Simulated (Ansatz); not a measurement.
Map of one atom of the cell for Sc (hcp, Mg type)

Sc (hcp, Mg type)

```xyz
2
Lattice="3.3194 0.0000 0.0000 -1.6597 2.8747 0.0000 0.0000 0.0000 5.1664" Properties=species:S:1:pos:R:3 pbc="T T T"
Sc     0.0000     1.9165     3.8748
Sc     1.6597     0.9582     1.2916
```

In this cell atom 1 (Sc, nearest neighbour Sc at 3.216 Å; its periodic images, 3.3 Å or more away, move with it) is moved by u·(0.707, 0.707, 0.000) + v·(0.000, 0.000, 1.000); the rest is frozen.

Calculation: PBE (plane waves to 420 eV, PAW, scalar-relativistic; Ansatz, an electronic-structure program). k mesh 13×13×7 (Γ-centred), Fermi-Dirac smearing 0.05 eV. E stands for the smeared free energy. With partly filled bands, energies and forces of such displacements shift with the k mesh and the smearing. Fu and Fv are the components of the force on the atom. Sc is run without spin polarisation. Sc was relaxed with its symmetry unable to fall. The zero of ΔE is the undisplaced structure. Axes are in Å.

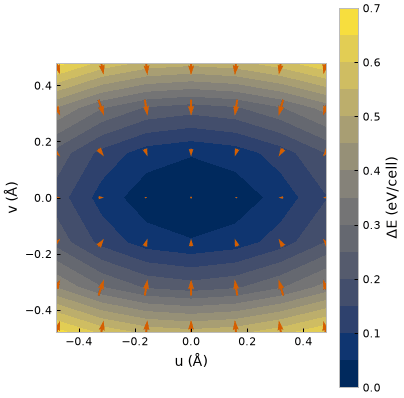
ΔE (eV/cell) over the plane, with arrows for the in-plane force on the moved atom.

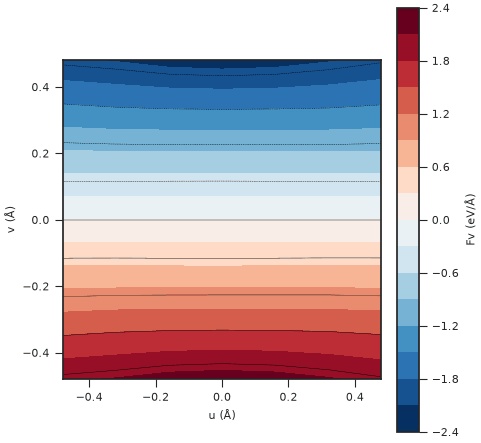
Figure: Fv (eV/Å) over the 7×7 grid of computed points.

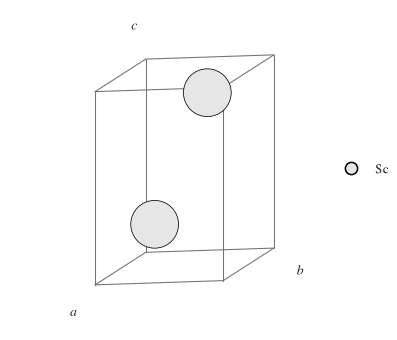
Figure. The cell of the calculation at u = -0.480 Å, v = 0.480 Å.

Lowest place on the grid: u = 0.000 Å, v = 0.000 Å (0 meV/cell). Softest direction at the centre: along u. Highest place on the grid, met at several equal points: u = -0.480 Å, v = -0.480 Å; u = -0.480 Å, v = 0.480 Å (671 meV/cell). Principal force constants in the plane (five-point differences of the forces): 1.5 and 4.2 eV/Å². Centre of the map: a minimum.

(For displaced atoms, the force is minus the slope of the energy, and its curvature is a force constant, which sets phonon frequencies.)
